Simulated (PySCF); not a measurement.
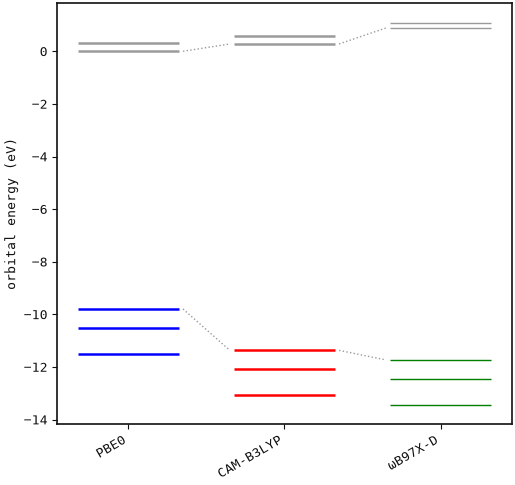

Frontier orbital energies of C₂H₃F₃, SMILES FCC(F)F at one geometry, aug-cc-pVTZ, PySCF 2.14.0, at a PBE0-D3(BJ)/def2-TZVP geometry (no frequency check). Empty levels are grey, levels within 0.1 eV stand side by side; all columns show the same few orbitals around the gap. Dotted lines join the HOMOs and the LUMOs.

**How do the frontier levels move from column to column?**

The separation grows from 9.80 eV (PBE0) to 12.62 eV (ωB97X-D).

```tsv
level	HOMO (eV)	LUMO (eV)	separation (eV)
PBE0	−9.79	0.00	9.80
CAM-B3LYP	−11.37	0.28	11.65
ωB97X-D	−11.73	0.89	12.62
```

Limits of at least one run: empty levels above zero depend strongly on the basis; one conformer of a flexible molecule.
